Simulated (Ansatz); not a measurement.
# BaTiO3, response to strain

The parent structure is BaTiO3 (space group P4mm, No. 99; a = 3.9851 Å, c = 4.2043 Å). Axes: x, y, z lie along a, b, c of the conventional cell.

Strains are applied to the cell and any free atomic positions relax; under biaxial strain the out-of-plane vector relaxes too.

Computed with Ansatz (an electronic-structure program), PBE, PAW, cutoff 420 eV, spin-orbit coupling left out, earlier PAW set.

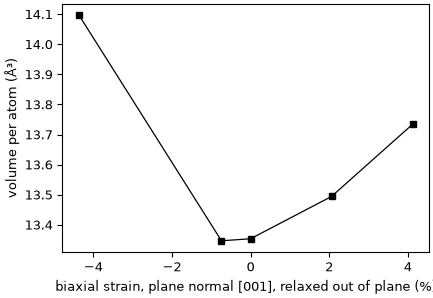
Fig. 1. Volume per atom against biaxial strain, plane normal [001], relaxed out of plane

| biaxial strain, plane normal [001], relaxed out of plane (%) | volume per atom |
|---|---|
| -4.36 | 14.10 Å³ |
| -0.74 | 13.35 Å³ |
| 2.06 | 13.49 Å³ |
| 4.12 | 13.73 Å³ |

Stability against distortions was not tested. All final runs are without spin polarisation.
